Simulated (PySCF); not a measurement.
**C3H11B2NSi (SMILES BNBC1C[SiH2]C1): density, localisation and related maps**

Input

```
{"job": {"kind": "uv", "xc": "CAM-B3LYP", "basis": "def2-SVPD", "nstates": 8, "ntriplets": 3}, "charge": 0, "multiplicity": 1}
B     -3.383560    -0.389212    -0.265511
N     -2.037025    -0.068848    -0.025999
B     -0.892755    -0.889097    -0.164677
C      0.541430    -0.313956     0.169452
C      1.716972    -0.852480    -0.694795
Si     2.481891     0.889892    -0.802979
C      0.769676     1.212284    -0.023519
H     -3.654798    -1.463188    -0.640240
H     -4.209164     0.425034    -0.088859
H     -1.852677     0.875666     0.290899
H     -1.037279    -1.998447    -0.513633
H      0.760062    -0.557114     1.216117
H      1.366562    -1.241714    -1.649472
H      2.288745    -1.644710    -0.216762
H      2.741750     1.447798    -2.130997
H      3.618795     1.136299     0.087864
H      0.053361     1.647478    -0.720734
H      0.719255     1.790634     0.897427
```

Command:

```sh
OMP_NUM_THREADS=1 python probes_run.py task.json out
```

Geometry: GFN2-xTB.

Computed with CAM-B3LYP/def2-SVPD, SCF density, gas phase in PySCF 2.14.0.

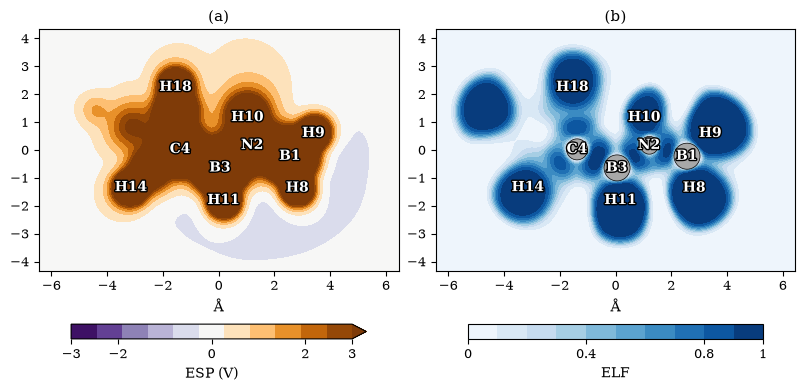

Figure 1. (a) molecular electrostatic potential; (b) electron localisation function on the plane of atoms B1, N2 and H10. Grey discs cover the atomic cores in the ELF map.

### What do the fields say about this system?

- Atoms in the plane: B, N, C and H.
- B–N (1.40 Å): the ELF peaks at about 0.95 between the atoms: a polar covalent bond.
- C–B (1.58 Å): the ELF peaks at about 1 between the atoms, as expected for localised, covalent bonding.
- N–H (1.01 Å): the ELF climbs to about 1 towards the hydrogen, as it does in any bond to H: a covalent bond by its length.
- B–H (1.17 Å): the ELF climbs to about 1 towards the hydrogen: an ordinary covalent bond to hydrogen.
- Outside the dense part of the molecule the potential is most negative (−0.5 V) near H11.

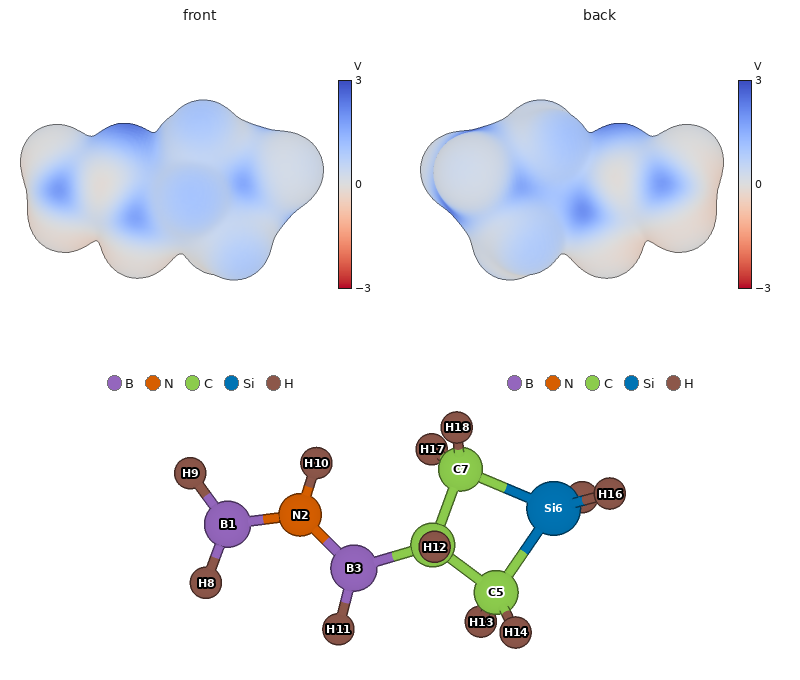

Figure 2. The electrostatic potential painted on the density surface at 0.004 e/bohr³, seen from the front and from behind; the colour scale runs from red (negative) to blue (positive). The bare structure is drawn below in the same view.

### Where is the surface potential most negative and most positive?

The most negative region (about −0.3 V) lies over H8 and H11, the most positive (about +2.2 V) over Si6 and H10.

### What dipole moment does the calculation give?

Its dipole moment is 1.34 D.
